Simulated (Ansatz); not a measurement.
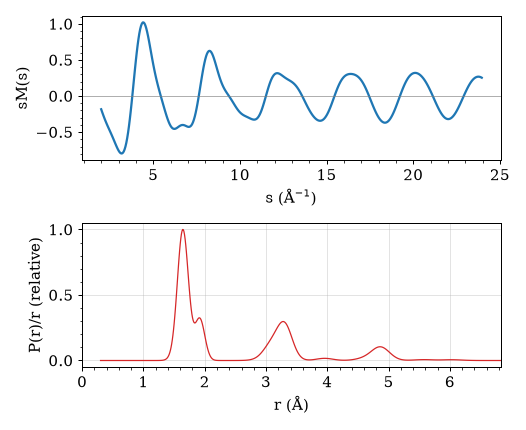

Simulated gas electron diffraction: reduced molecular intensity sM(s) from the Debye equation in the first Born approximation (top) and the radial distribution curve (bottom) of CH2AlFSi. Each pair of atoms contributes with weight ZᵢZⱼ/r; damping constant 0.002 Å²; vibrational amplitudes assumed, not computed: 0.05 Å for bonds, 0.078 Å for bonds to H, 0.06 + 0.015 r up to 0.15 Å for other pairs. The geometry is the end point of an optimisation (Ansatz, RKS PBE/6-31G*); it may be a saddle point or a higher isomer. SMILES: F[Si]#[C][AlH2].

**Which pairs of atoms lie under the first 4 clear peaks? Mark bonded pairs by – and others by ···.**

Peak 1, 1.64 Å: Al–H 1.60–1.61 Å (×2), Si–F 1.62 Å, Si–C 1.69 Å, not resolved
Peak 2, 1.91 Å: Al–C 1.92 Å
Peak 3, 3.28 Å: F···C 3.07 Å, Si···Al 3.30 Å, not resolved
Peak 4, 4.86 Å: Si···H 4.60 Å, Al···F 4.87 Å, not resolved
